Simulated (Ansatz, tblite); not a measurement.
**C₈H₂₄Si₃: spin states and exact exchange**

Aim: set other spin states of C₈H₂₄Si₃ against its singlet, on many levels of theory.

Method: as each input shows; program: Ansatz 0.2.0, Gaussian basis.

Plan: triplet, at the geometry of the singlet (GFN1-xTB, GFN2-xTB, PBE0-D4/def2-TZVP, PBE-D4/def2-TZVP); the singlet's energies come from earlier runs.

### 1 The geometry

The geometry is that of the singlet, from an earlier relaxation (PBE-D4/def2-SVP).

SMILES `C[Si](C)(C)[Si](C)(C)[Si](C)(C)C`, 35 atoms, charge 0, spin multiplicity 1.

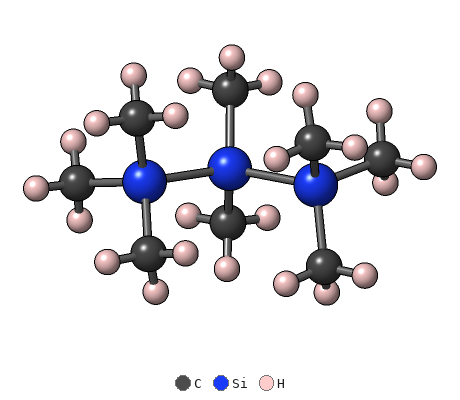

The structure; carbon dark grey, silicon blue, hydrogen pink.

### 2 Triplet at the fixed geometry, GFN1-xTB

Tight binding, by tblite at 300 K electronic temperature and without a spin-polarisation term:

```python
tblite.interface.Calculator('GFN1-xTB', numbers, positions, charge=0, uhf=2).singlepoint()
```

Energy -959.0676 eV; 0.05 s.

### 3 Triplet at the fixed geometry, GFN2-xTB

Tight binding, by tblite at 300 K electronic temperature and without a spin-polarisation term:

```python
tblite.interface.Calculator('GFN2-xTB', numbers, positions, charge=0, uhf=2).singlepoint()
```

Energy -934.1848 eV; 0.058 s.

### 4 Triplet at the fixed geometry, PBE0-D4/def2-TZVP

Contents of in.yaml:

```yaml
crystal:
  periodic: [false, false, false]
  atoms:
    - {symbol: C, position_ang: [2.149254, -0.864125, 1.638458]}
    - {symbol: Si, position_ang: [1.969199, -0.149670, -0.115622]}
    - {symbol: C, position_ang: [2.150607, -1.551315, -1.388457]}
    - {symbol: C, position_ang: [3.347497, 1.130055, -0.407400]}
    - {symbol: Si, position_ang: [-0.128480, 0.895114, -0.372158]}
    - {symbol: C, position_ang: [-0.150312, 2.519342, 0.635983]}
    - {symbol: C, position_ang: [-0.397422, 1.294255, -2.222377]}
    - {symbol: Si, position_ang: [-1.876513, -0.494383, 0.383724]}
    - {symbol: C, position_ang: [-1.703362, -2.242597, -0.346673]}
    - {symbol: C, position_ang: [-3.544144, 0.242528, -0.162609]}
    - {symbol: C, position_ang: [-1.841932, -0.598839, 2.282533]}
    - {symbol: H, position_ang: [3.162971, -1.290913, 1.792020]}
    - {symbol: H, position_ang: [1.410665, -1.672031, 1.819281]}
    - {symbol: H, position_ang: [1.990211, -0.082234, 2.409379]}
    - {symbol: H, position_ang: [3.137826, -2.051042, -1.293080]}
    - {symbol: H, position_ang: [2.068197, -1.159297, -2.423136]}
    - {symbol: H, position_ang: [1.363563, -2.321553, -1.256555]}
    - {symbol: H, position_ang: [3.273202, 1.572492, -1.422241]}
    - {symbol: H, position_ang: [3.286740, 1.958663, 0.327915]}
    - {symbol: H, position_ang: [4.351190, 0.663907, -0.312865]}
    - {symbol: H, position_ang: [0.016920, 2.316329, 1.713713]}
    - {symbol: H, position_ang: [0.645380, 3.212796, 0.292556]}
    - {symbol: H, position_ang: [-1.124682, 3.041624, 0.535824]}
    - {symbol: H, position_ang: [0.406758, 1.952457, -2.612602]}
    - {symbol: H, position_ang: [-0.400475, 0.365579, -2.829202]}
    - {symbol: H, position_ang: [-1.367571, 1.809076, -2.382714]}
    - {symbol: H, position_ang: [-2.563989, -2.881828, -0.056752]}
    - {symbol: H, position_ang: [-1.661149, -2.213065, -1.454965]}
    - {symbol: H, position_ang: [-0.777779, -2.736973, 0.013620]}
    - {symbol: H, position_ang: [-3.680385, 1.266209, 0.243211]}
    - {symbol: H, position_ang: [-4.391616, -0.380042, 0.194920]}
    - {symbol: H, position_ang: [-3.611131, 0.305478, -1.268286]}
    - {symbol: H, position_ang: [-0.884381, -1.023796, 2.646685]}
    - {symbol: H, position_ang: [-2.666491, -1.239110, 2.661466]}
    - {symbol: H, position_ang: [-1.958377, 0.406890, 2.736387]}
basis:
  gaussian: {orbitals: def2-TZVP, fitting: {mean_field: def2-universal-jkfit}}
magnetization: {spin_polarized: true, initial_magnetization: 2}
hamiltonian: {xc: pbe0, dispersion: d4}
scf: {omitted_lower_state_checks: [starts]}
output: {orbitals: {seedname: orbitals}}
```

The run is started by

```sh
$ ansatz run in.yaml --threads 2 --pin off --events-out ev --progress --plain --max-ram 32768MiB --backend cuda --devices 0, --max-vram 18GiB
```

Standard output:

```text
Functional definition: PBE0
  name "PBE0"
  cite "Adamo & Barone, J. Chem. Phys. 110, 6158 (1999) doi:10.1063/1.478522"
  cite "Perdew, Burke & Ernzerhof, Phys. Rev. Lett. 77, 3865 (1996) doi:10.1103/PhysRevLett.77.3865"
  parent pbe
  parameter a = 0.25
  parameter kappa = 0.804
  parameter beta = 0.06672455060314922
  exchange = (1 - a)*pbe_x(kappa = kappa, mu = beta*pi^2/3) + a*exact_x
  correlation = pbe_c(beta = beta)
these checks for a lower state are left out or cut short: starts
1416 factors; integrals over basis functions are off by at most 3.6e-1 eV
mean field evaluation 1: about -32267.9452 eV, gradient 8.7e1 eV
mean field evaluation 2: about -32256.9504 eV, gradient 9.2e1 eV
mean field evaluation 4: about -32301.4350 eV, gradient 4.0e0 eV
mean field evaluation 8: about -32301.5196 eV, gradient 6.4e-2 eV
mean field evaluation 16: about -32301.5198 eV, gradient 1.6e-2 eV
mean field -32301.76078807 eV, -1187.0678140418 hartree, gradient 8.6e-6 eV, S^2 2.004914; 0 other end points of the search recorded, 0 dependent functions left out
reference -32301.76084511 eV, -1187.0678161380 hartree; 58, 56 occupied and 445, 447 virtual orbitals, 1416 factors
Total energy: -32302.70509513 eV, -1187.1025166861 hartree
Checks for a lower state left out: starts
```

Run time: 12 s. Hardware: 1 × H100 (card shared with other runs) with 2 threads of AMD EPYC 7R13, shared host; peak host memory 1.1 GiB.

Report: HOMO -1.52 eV, LUMO -4.67 eV (over both spins; with the spin held, an empty level of the minority spin lies below the top filled one); ⟨S²⟩ 2.005 (pure: 2.00).

### 5 Triplet at the fixed geometry, PBE-D4/def2-TZVP

start.molden holds the orbitals of an earlier run on this state, given as this run's starting guess.

in.yaml, as its differences from that of step 4:

```diff
@@ -39,5 +39,5 @@
 basis:
-  gaussian: {orbitals: def2-TZVP, fitting: {mean_field: def2-universal-jkfit}}
+  gaussian: {orbitals: def2-TZVP, fitting: {mean_field: def2-universal-jkfit}, initial_orbitals: start.molden}
 magnetization: {spin_polarized: true, initial_magnetization: 2}
-hamiltonian: {xc: pbe0, dispersion: d4}
+hamiltonian: {xc: pbe, dispersion: d4}
 scf: {omitted_lower_state_checks: [starts]}
```

Launched as before.

Standard output:

```text
Functional definition: PBE
  name "PBE"
  cite "Perdew, Burke & Ernzerhof, Phys. Rev. Lett. 77, 3865 (1996) doi:10.1103/PhysRevLett.77.3865"
  parent pbe
  parameter kappa = 0.804
  parameter beta = 0.06672455060314922
  exchange = pbe_x(kappa = kappa, mu = beta*pi^2/3)
  correlation = pbe_c(beta = beta)
these checks for a lower state are left out or cut short: starts
1416 factors; integrals over basis functions are off by at most 3.6e-1 eV
mean field evaluation 1: about -32297.5981 eV, gradient 1.1e1 eV
mean field evaluation 2: about -32297.8570 eV, gradient 3.2e-1 eV
mean field evaluation 4: about -32297.8443 eV, gradient 2.1e-2 eV
mean field evaluation 8: about -32297.8443 eV, gradient 2.2e-5 eV
mean field evaluation 16: about -32297.8443 eV, gradient 4.0e-6 eV
mean field -32297.84430104 eV, -1186.9238857979 hartree, gradient 4.1e-6 eV, S^2 2.003612; 0 other end points of the search recorded, 0 dependent functions left out
reference -32297.84437739 eV, -1186.9238886038 hartree; 58, 56 occupied and 445, 447 virtual orbitals, 1416 factors
Total energy: -32298.91319975 eV, -1186.9631671010 hartree
Checks for a lower state left out: starts
```

It took 6.5 s on 1 × H100 (card shared with other runs) with 2 threads of AMD EPYC 7R13, shared host; peak host memory 1.1 GiB.

HOMO -0.95 eV, LUMO -5.36 eV (over both spins; with the spin held, an empty level of the minority spin lies below the top filled one); ⟨S²⟩ 2.004 (pure: 2.00).

### 6 Triplet less singlet, vertical

The singlet's energies are those of its earlier runs, whose logs aren't repeated here.

```
            level  triplet less singlet, vertical (kcal/mol)     time
         GFN1-xTB                                      +91.9  0.096 s
         GFN2-xTB                                      +93.9  0.094 s
 PBE-D4/def2-TZVP                                     +110.4     15 s
PBE0-D4/def2-TZVP                                     +117.9     19 s
```

Times add the two runs; a level without a time comes out of a correlated run. Tight binding without a spin term can't rank spin states.

### 7 Outcome

```
                                                quantity                                         value
triplet less singlet, vertical, functionals in def2-TZVP  +110.4 (PBE-D4) to +117.9 kcal/mol (PBE0-D4)
```

In words: All functionals put the triplet above the singlet, over a spread of 7.5 kcal/mol. The checks for a lower triplet were left out, so another state of that spin may lie lower. These are electronic energies, without zero-point motion, entropy or surroundings.
